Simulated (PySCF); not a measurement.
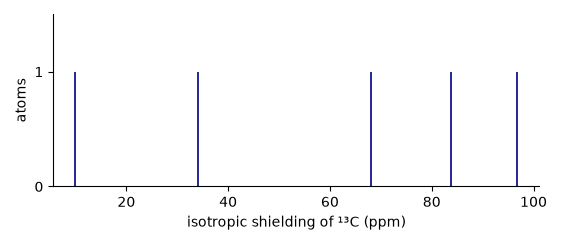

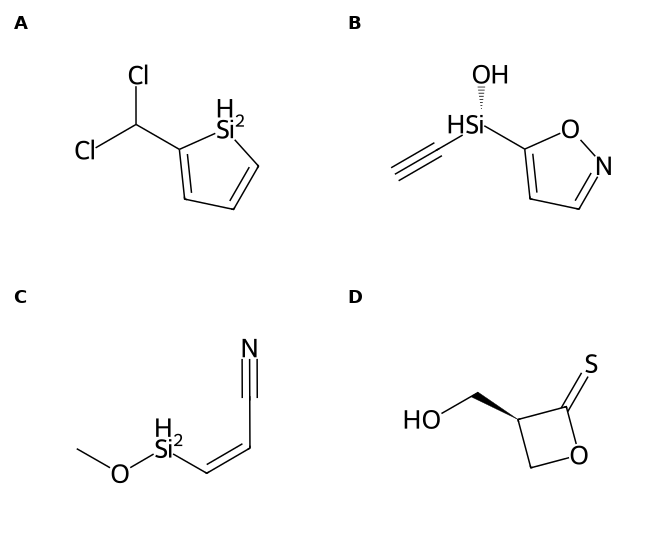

The sticks are computed shieldings of one of the molecules, for one fixed geometry (GFN2-xTB) without averaging over rotations. Low shielding means a high chemical shift. Method: GIAO PBE0/pcSseg-1 NMR shielding, non-relativistic, gas phase (PySCF 2.14.0).

**Match the spectrum to a structure.**

B, `C#C[Si@H](O)c1ccno1`. Its 5 C atoms give lines at 10.0, 34.2, 68.1, 83.7, 96.8 ppm.

The geometry is semi-empirical. Around Si such bond lengths and angles can be off by a tenth of an ångström or more and by several degrees, and values that hang on the shape move with them.
